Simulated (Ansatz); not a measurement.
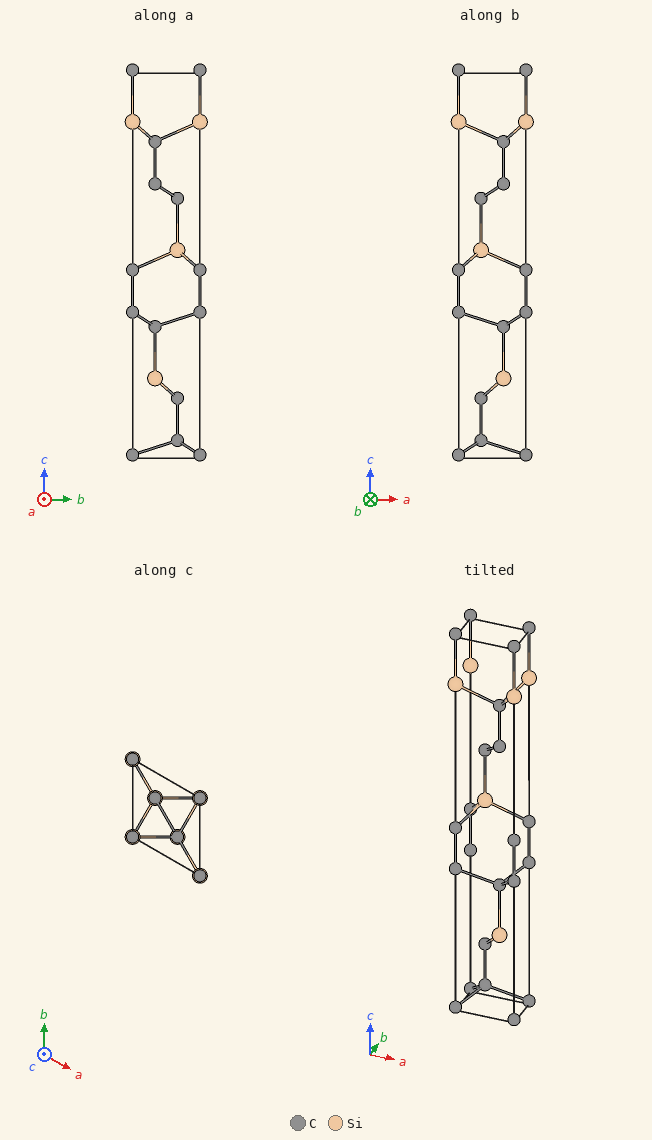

A ball-and-stick rendering, viewed along the a axis, along the b axis, along the c axis and slightly off an axis. The edges of the conventional unit cell are marked.

Lattice parameters: a = 2.8309 Å, b = 2.8309 Å, c = 14.0102 Å, α = 90.000°, β = 90.000°, γ = 120.000°.

**Turn the picture into a CIF with its space group and independent sites, with free fractional coordinates to two decimals.**

```cif
data_structure
_symmetry_space_group_name_H-M 'R 3 m :H'
_symmetry_Int_Tables_number 160
_cell_length_a 2.8309
_cell_length_b 2.8309
_cell_length_c 14.0102
_cell_angle_alpha 90.000
_cell_angle_beta 90.000
_cell_angle_gamma 120.000
_cell_volume 97.23
loop_
_atom_site_label
_atom_site_type_symbol
_atom_site_symmetry_multiplicity
_atom_site_Wyckoff_symbol
_atom_site_fract_x
_atom_site_fract_y
_atom_site_fract_z
_atom_site_occupancy
C1 C 3 a 0.00 0.00 0.01 1
C2 C 3 a 0.3333 0.6667 0.16 1
C3 C 3 a 0.3333 0.6667 0.05 1
Si1 Si 3 a 0.6667 0.3333 0.21 1
```

Provenance: a structure type filled with these elements by a generator (whether the compound takes this form wasn't checked). Earlier steps of the study may have refined or changed the cell and positions. It was set up as input for a calculation with Ansatz.
